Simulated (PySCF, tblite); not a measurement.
# ClH₇NPSi₂, a small molecule taken as a stand-in for a surface group (Si site with back bonds Cl, N, [PH][SiH3]): NMR shifts, core binding energies and electronic excitations, part 2 of 2

tblite 0.8.0 and PySCF 2.14.0. Atoms count from 0, parts from 1.

## Step 5: X-ray photoelectron lines: SCAN, X2C

Job settings and geometry (Å):

```
{"job": {"kind": "xps", "holes": 5}, "charge": 0, "multiplicity": 1}
Si    -1.342465     0.069801     1.333197
Cl    -1.158295     2.142236     1.330291
N     -0.085633    -0.557885     2.313302
P     -1.075783    -0.930999    -0.661828
Si     0.784650     0.173600    -1.327486
H     -2.745425    -0.158463     1.787114
H      0.282041    -1.488206     2.154795
H      0.092840    -0.222284     3.252305
H     -2.015006    -0.105184    -1.350336
H      1.013768    -0.167504    -2.763884
H      1.918130    -0.355601    -0.513705
H      0.702836     1.655341    -1.177913
```

Level: delta-SCF UKS SCAN, pcX-2 on the ionised atom, pcseg-1 elsewhere, spin-free X2C.

Standard output:

```text
ground state, core basis on atom 0 (Si), 163 functions
  cycle   1  E = -1442.73788122  |g| = 5.15e-01
  cycle   2  E = -1442.65966962  |g| = 7.62e-01
  cycle   3  E = -1442.79820119  |g| = 8.86e-02
  cycle   4  E = -1442.80032451  |g| = 3.02e-02
  cycle   5  E = -1442.80059997  |g| = 8.63e-03
  cycle   6  E = -1442.80062339  |g| = 3.06e-03
  cycle   7  E = -1442.80062578  |g| = 7.85e-04
  cycle   8  E = -1442.80062430  |g| = 1.97e-04
  E(ground) = -1442.85264003 Eh
hole in Si 2p of atom 0
  cycle   1  E = -1438.48487059  |g| = 1.24e+00
  cycle   2  E = -1437.81978904  |g| = 1.50e+00
  cycle   3  E = -1438.68105093  |g| = 4.50e-01
  cycle   4  E = -1438.81400015  |g| = 1.22e-01
  cycle   5  E = -1438.82324896  |g| = 2.84e-02
  cycle   6  E = -1438.82374495  |g| = 1.01e-02
  cycle   7  E = -1438.82380666  |g| = 4.78e-03
  cycle   8  E = -1438.82382216  |g| = 1.22e-03
  cycle   9  E = -1438.82382283  |g| = 3.62e-04
  E(ion) = -1438.88547067 Eh   <S^2> = 0.7520   hole on atom = 1.003   binding energy = 107.952 eV
  2p3/2 = 107.698 eV   2p1/2 = 108.325 eV
ground state, core basis on atom 1 (Cl), 163 functions
  cycle   1  E = -1442.88431587  |g| = 4.85e-01
  cycle   2  E = -1442.88429744  |g| = 5.33e-02
  cycle   3  E = -1442.88390587  |g| = 5.67e-02
  cycle   4  E = -1442.88477056  |g| = 1.04e-02
  cycle   5  E = -1442.88480093  |g| = 2.23e-03
  cycle   6  E = -1442.88479990  |g| = 4.34e-04
  E(ground) = -1442.96124579 Eh
hole in Cl 2p of atom 1
  cycle   1  E = -1434.82708518  |g| = 1.71e+00
  cycle   2  E = -1434.57066996  |g| = 1.39e+00
  cycle   3  E = -1435.14936166  |g| = 4.30e-01
  cycle   4  E = -1435.27072310  |g| = 1.90e-01
  cycle   5  E = -1435.29697157  |g| = 4.94e-02
  cycle   6  E = -1435.29823544  |g| = 1.51e-02
  cycle   7  E = -1435.29832589  |g| = 7.54e-03
  cycle   8  E = -1435.29835206  |g| = 1.95e-03
  cycle   9  E = -1435.29835527  |g| = 4.39e-04
  E(ion) = -1435.38362232 Eh   <S^2> = 0.7520   hole on atom = 1.001   binding energy = 206.198 eV
  2p3/2 = 205.614 eV   2p1/2 = 207.268 eV
ground state, core basis on atom 2 (N), 152 functions
  cycle   1  E = -1442.71379470  |g| = 7.37e-02
  cycle   2  E = -1442.71379835  |g| = 2.08e-02
  cycle   3  E = -1442.71375631  |g| = 2.54e-02
  cycle   4  E = -1442.71388904  |g| = 4.10e-03
  cycle   5  E = -1442.71389314  |g| = 4.57e-04
  E(ground) = -1442.80511405 Eh
hole in N 1s of atom 2
  cycle   1  E = -1427.12565600  |g| = 1.86e+00
  cycle   2  E = -1425.71958735  |g| = 2.30e+00
  cycle   3  E = -1427.68108580  |g| = 5.00e-01
  cycle   4  E = -1427.76826307  |g| = 2.80e-01
  cycle   5  E = -1427.82539337  |g| = 8.81e-02
  cycle   6  E = -1427.83017183  |g| = 1.97e-02
  cycle   7  E = -1427.83044917  |g| = 5.83e-03
  cycle   8  E = -1427.83047393  |g| = 1.69e-03
  cycle   9  E = -1427.83047694  |g| = 1.19e-03
  cycle  10  E = -1427.83047736  |g| = 3.53e-04
  E(ion) = -1427.91983908 Eh   <S^2> = 0.7641   hole on atom = 1.000   binding energy = 405.049 eV
ground state, core basis on atom 3 (P), 163 functions
  cycle   1  E = -1442.81137019  |g| = 3.39e-01
  cycle   2  E = -1442.81107675  |g| = 4.46e-02
  cycle   3  E = -1442.81031547  |g| = 6.73e-02
  cycle   4  E = -1442.81179147  |g| = 3.79e-03
  cycle   5  E = -1442.81179304  |g| = 2.29e-03
  cycle   6  E = -1442.81179560  |g| = 2.97e-04
  E(ground) = -1442.87521731 Eh
hole in P 2p of atom 3
  cycle   1  E = -1437.38927800  |g| = 1.39e+00
  cycle   2  E = -1435.50574451  |g| = 1.86e+00
  cycle   3  E = -1437.34524716  |g| = 8.75e-01
  cycle   4  E = -1437.78086678  |g| = 1.45e-01
  cycle   5  E = -1437.78870499  |g| = 1.15e-01
  cycle   6  E = -1437.79570087  |g| = 3.31e-02
  cycle   7  E = -1437.79639385  |g| = 1.08e-02
  cycle   8  E = -1437.79647417  |g| = 2.74e-03
  cycle   9  E = -1437.79647980  |g| = 9.97e-04
  cycle  10  E = -1437.79647956  |g| = 4.65e-04
  E(ion) = -1437.86971994 Eh   <S^2> = 0.7535   hole on atom = 1.002   binding energy = 136.207 eV
  2p3/2 = 135.960 eV   2p1/2 = 136.850 eV
ground state, core basis on atom 4 (Si), 163 functions
  cycle   1  E = -1442.79073500  |g| = 2.89e-01
  cycle   2  E = -1442.79034891  |g| = 5.63e-02
  cycle   3  E = -1442.78970023  |g| = 6.49e-02
  cycle   4  E = -1442.79131644  |g| = 8.24e-03
  cycle   5  E = -1442.79133287  |g| = 1.41e-03
  cycle   6  E = -1442.79133301  |g| = 2.98e-04
  E(ground) = -1442.84285696 Eh
hole in Si 2p of atom 4
  cycle   1  E = -1438.51249547  |g| = 1.23e+00
  cycle   2  E = -1438.15110964  |g| = 1.23e+00
  cycle   3  E = -1438.75759755  |g| = 3.27e-01
  cycle   4  E = -1438.83647745  |g| = 1.19e-01
  cycle   5  E = -1438.84592796  |g| = 4.52e-02
  cycle   6  E = -1438.84736252  |g| = 1.15e-02
  cycle   7  E = -1438.84745634  |g| = 2.89e-03
  cycle   8  E = -1438.84746074  |g| = 9.25e-04
  cycle   9  E = -1438.84746061  |g| = 7.32e-04
  cycle  10  E = -1438.84746332  |g| = 2.71e-04
  E(ion) = -1438.91046409 Eh   <S^2> = 0.7537   hole on atom = 1.002   binding energy = 107.006 eV
  2p3/2 = 106.782 eV   2p1/2 = 107.405 eV
```

It took 32 s on 1 thread of Arm Neoverse V2, shared host; peak memory 0.56 GiB.

The holes in one table. −ε is the ground-state orbital energy:

| hole | stands for | environment | ΔSCF (eV; 2p as the shell's mean) | −ε (eV) | ⟨S²⟩ |
| --- | --- | --- | --- | --- | --- |
| Si2p on Si0 | Si0 | silicon bonded to Cl, N, P, H | 107.91 | 97.5 | 0.752 |
| Cl2p on Cl1 | Cl1 | chlorine bonded to Si | 206.17 | 193.3 | 0.752 |
| N1s on N2 | N2 | nitrogen bonded to Si, 2 H | 405.05 | 386.0 | 0.764 |
| P2p on P3 | P3 | phosphorus bonded to 2 Si, H | 136.26 | 125.7 | 0.754 |
| Si2p on Si4 | Si4 | silicon bonded to P, 3 H | 106.99 | 96.5 | 0.754 |

With the spin-orbit splitting: Si0 2p3/2 107.70, 2p1/2 108.32 eV; Cl1 2p3/2 205.61, 2p1/2 207.27 eV; P3 2p3/2 135.96, 2p1/2 136.85 eV; Si4 2p3/2 106.78, 2p1/2 107.41 eV. The table gives each 2p level as the mean over the whole 2p shell (two parts 2p3/2, one part 2p1/2), which differs a little from the single hole in the log.

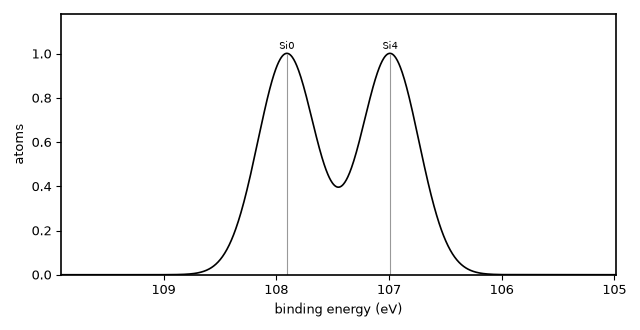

The Si2p photoelectron lines, weighted by the number of atoms. Lines are broadened to a width of 0.60 eV (Gaussian).

## Step 6: Ultraviolet spectrum: CAM-B3LYP/def2-SVPD

Settings changed since step 5:

```diff
@@ -1,2 +1,2 @@
-{"job": {"kind": "xps", "holes": 5}, "charge": 0, "multiplicity": 1}
+{"job": {"kind": "uv", "xc": "CAM-B3LYP", "basis": "def2-SVPD", "nstates": 6, "ntriplets": 2, "ip": true}, "charge": 0, "multiplicity": 1}
 Si    -1.342465     0.069801     1.333197
```

With the program's defaults for keys left out, this is: TDDFT CAM-B3LYP/def2-SVPD, vertical, gas phase, core orbitals frozen in the response.

Standard output:

```text
coarse grid: 11904 points
cycle   1  E = -1438.9193415134  dE =  1.146e-01  |g| = 4.286e-01  |ddm| = 3.939e+00
cycle   2  E = -1438.9283434127  dE = -9.002e-03  |g| = 4.244e-01  |ddm| = 1.222e+00
cycle   3  E = -1438.9691801382  dE = -4.084e-02  |g| = 4.859e-02  |ddm| = 5.231e-01
cycle   4  E = -1438.9697181094  dE = -5.380e-04  |g| = 2.225e-02  |ddm| = 9.277e-02
cycle   5  E = -1438.9698538309  dE = -1.357e-04  |g| = 3.684e-03  |ddm| = 3.971e-02
cycle   6  E = -1438.9698590204  dE = -5.189e-06  |g| = 1.225e-03  |ddm| = 9.794e-03
final grid: 96120 points
cycle   7  E = -1439.1318061323  dE = -8.875e-06  |g| = 2.394e-03  |ddm| = 3.003e-02
cycle   8  E = -1439.1318061516  dE = -1.930e-08  |g| = 2.527e-03  |ddm| = 7.317e-03
cycle   9  E = -1439.1318075416  dE = -1.390e-06  |g| = 2.561e-04  |ddm| = 2.438e-03
cycle  10  E = -1439.1318075583  dE = -1.671e-08  |g| = 7.784e-05  |ddm| = 5.621e-04
cycle  11  E = -1439.1318075604  dE = -2.166e-09  |g| = 1.275e-05  |ddm| = 2.744e-04
cycle  12  E = -1439.1318075605  dE = -9.209e-11  |g| = 5.350e-06  |ddm| = 3.929e-05
converged SCF energy = -1439.1318075605

Static polarisability (au): isotropic 103.889, principal 92.140 102.953 116.573

Singlet excitations
state   eV       nm        f      main configurations
  1   6.0977    203.3   0.01274   H->L 0.74
  2   6.3836    194.2   0.06820   H->L+1 0.83
  3   6.6587    186.2   0.00927   H-1->L 0.48, H->L+4 0.17, H->L+2 0.09
  4   6.7859    182.7   0.07651   H->L+2 0.68
  5   6.9461    178.5   0.01459   H->L+4 0.55, H->L+3 0.15, H-1->L 0.10
  6   7.1177    174.2   0.04502   H-1->L+1 0.36, H->L+3 0.13, H->L+5 0.10

Triplet excitations (Tamm-Dancoff, eV): 5.3554 5.5635
Vertical ionisation energy (delta-SCF) = 9.3282 eV
```

Run time: 72 s. Hardware: 1 thread of Arm Neoverse V2, shared host; peak memory 0.97 GiB.

Frontier orbitals and where they lie:

```
orbital      eV                        atoms
 HOMO−3  -10.49  Cl1 60 %, Si4 10 %, Si0 8 %
 HOMO−2   -9.91   Cl1 23 %, N2 22 %, P3 19 %
 HOMO−1   -9.40   N2 37 %, P3 16 %, Si0 14 %
   HOMO   -8.64    P3 56 %, Si4 8 %, Cl1 8 %
   LUMO    0.64  Si0 19 %, P3 17 %, Si4 16 %
 LUMO+1    0.74  P3 25 %, Si4 19 %, Si0 17 %
 LUMO+2    1.22  Si4 24 %, P3 22 %, Si0 15 %
```

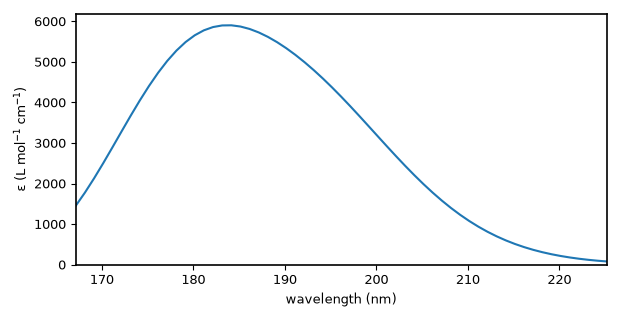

Absorption spectrum: each of the 6 states is a Gaussian band of 0.4 eV half-width at 1/e. Beyond the last state computed it falls off for lack of states.

Ground-state properties from the same run:

```csv
property,computed
dipole moment (D),1.71
polarisability (Å³),15.39
HOMO–LUMO gap (eV),9.29
−ε(HOMO) (eV),8.64
```

## Step 7: Outcome

This closing draws on all 2 parts.

```
                                quantity                                         value
                             point group                                            C1
    rotational constants (main isotopes)                          2.33, 1.25, 1.06 GHz
   1H shifts against TMS (PBE0/pcSseg-2)  6.23, 4.61, 4.10, 4.01, 1.31, 1.02, 1.00 ppm
 29Si shifts against TMS (PBE0/pcSseg-2)                                4.0, -79.6 ppm
 35Cl shifts against HCl (PBE0/pcSseg-2)                                        74 ppm
  15N shifts against NH3 (PBE0/pcSseg-2)                                      31.0 ppm
31P shifts against H3PO4 (PBE0/pcSseg-2)                                    -291.4 ppm
       Si2p binding energies, SCAN/pcX-2                     Si0 107.91, Si4 106.99 eV
       Cl2p binding energies, SCAN/pcX-2                                 Cl1 206.17 eV
        N1s binding energies, SCAN/pcX-2                                  N2 405.05 eV
        P2p binding energies, SCAN/pcX-2                                  P3 136.26 eV
    lowest singlet (CAM-B3LYP/def2-SVPD)                   6.10 eV (203 nm), f = 0.013
brightest single state of those computed                   state 4, 6.79 eV, f = 0.077
                          lowest triplet                                       5.36 eV
       vertical ionisation energy (ΔSCF)                                       9.33 eV
```

**Reading.** The start of the PBE0/def2-SVP relaxation was shaken at random by about 0.01 Å, so part of the energy gained, and of the first lengths quoted, undoes that. Over 8 steps the energy fell by 0.154 eV; of the close pairs, P3–Si4 changed most, 2.203 to 2.264 Å (PBE0/def2-SVP). Hydrogens of an XH3 group are listed apart at this fixed geometry; free rotation makes them one line at their mean. At PBE0/pcSseg-2: Shielding is most anisotropic at Cl1 (span 256 ppm, paramagnetic term -283 ppm). At SCAN/pcX-2: The Si2p levels kept as sound span 0.92 eV, from Si4 (silicon bonded to P, 3 H) up to Si0 (silicon bonded to Cl, N, P, H). The first singlet state (HOMO→LUMO 0.74) lies at 6.10 eV and is weak; of the 6 states computed, the strongest absorption comes from state 4 at 6.79 eV (the last state computed absorbs too, and its partners may lie past the list). The lowest triplet lies 0.74 eV below the lowest singlet (triplets in Tamm-Dancoff, singlets in full TDDFT). ΔSCF puts the ionisation energy at 9.33 eV, 0.68 eV above −ε(HOMO). A capped cluster stands for the solid here, so long-range fields and strain are missing, and bands or shifts of the capping hydrogens have no counterpart in it.
